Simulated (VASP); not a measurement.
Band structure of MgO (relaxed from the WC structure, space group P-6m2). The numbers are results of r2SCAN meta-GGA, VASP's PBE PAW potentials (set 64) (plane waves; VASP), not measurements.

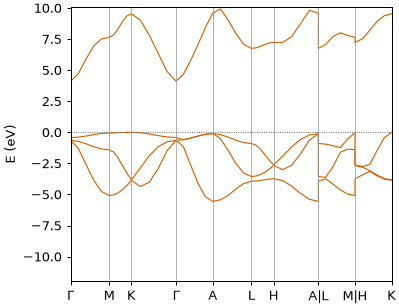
*Bands along high-symmetry lines, zero at the valence-band maximum or, without a gap, the Fermi level*

Question: Read the plot: is there a gap, and where are the band edges?

Answer: The gap is indirect, 4.11 eV, from the valence maximum at K to the conduction minimum at Γ.

The structure was generated: MgO was put into the WC type (P-6m2), which need not be its known phase. It was relaxed first.
